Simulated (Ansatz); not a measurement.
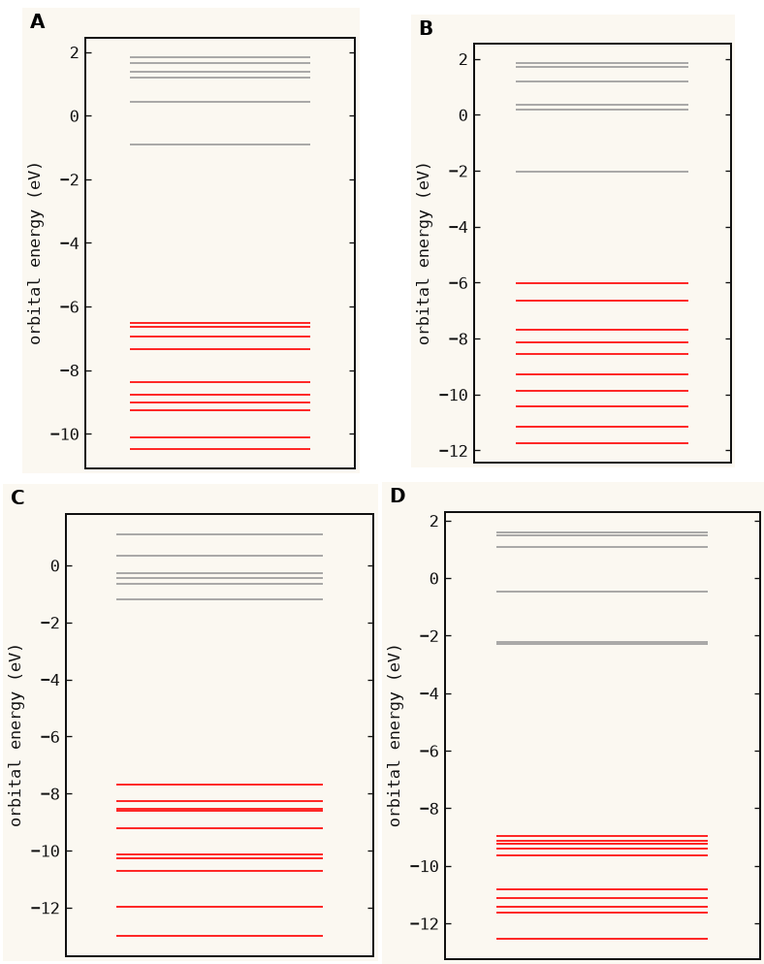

Kohn-Sham orbital energies near the frontier, revPBE/def2-TZVPP, the Ansatz code, at a PBE0-D4/def2-TZVP geometry (a minimum by its frequencies), isolated molecule; empty levels in grey, levels within 0.03 eV side by side.

> Assign the panels.
1. CH₅FN₂OSi, SMILES N(=C\[Si@](N)(O)F)/[H]
2. C₂H₄FGeN, SMILES N#C[CH2][GeH2][F], singlet
3. CClF₂NSi, SMILES N#C[Si](F)(F)Cl
4. C₂H₇BCl₂O, SMILES C[OH+][B-](C)(Cl)Cl

A: 4 (HOMO −6.51 eV, LUMO −0.90 eV)
B: 1 (HOMO −6.03 eV, LUMO −2.05 eV)
C: 2 (HOMO −7.69 eV, LUMO −1.20 eV)
D: 3 (HOMO −8.98 eV, LUMO −2.28 eV)

Limits of at least one run: empty levels above zero depend strongly on the basis; no scalar relativity up to krypton; one conformer of a flexible molecule.
